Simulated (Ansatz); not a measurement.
## Hypothetical anti-fluorite Tl2S, response to strain

Take Tl2S in the anti-fluorite structure (space group Fm-3m, No. 225; a = 7.150 Å; a hypothetical phase, not in the database extracts checked) as the base. Axes: x, y, z lie along the cube axes.

Strains are applied to the cell and any free atomic positions relax; under biaxial strain the out-of-plane vector relaxes too.

Level of theory: Ansatz (an electronic-structure program), PBEsol, PAW, cutoff 420 eV, no spin-orbit coupling.

Notes on the quantities. energy relative to the base: free energy F.

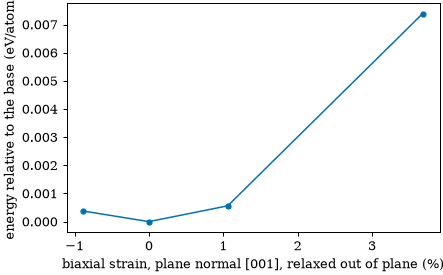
Figure: Energy relative to the base against biaxial strain, plane normal [001], relaxed out of plane

Task: From the plot, what is the energy relative to the base for biaxial strain −0.88 %, plane normal [001], relaxed out of plane?

Result: About 0.0004 eV/atom.

Task: Is the trend monotonic over the range shown?

Result: No, it turns within the range, spanning 0 meV/atom to +7.4 meV/atom.

A case with no gap was solved on a k-mesh chosen for an insulator, which is coarse for it. Whether these cells are dynamically stable was not tested. The final runs are not spin-polarised.
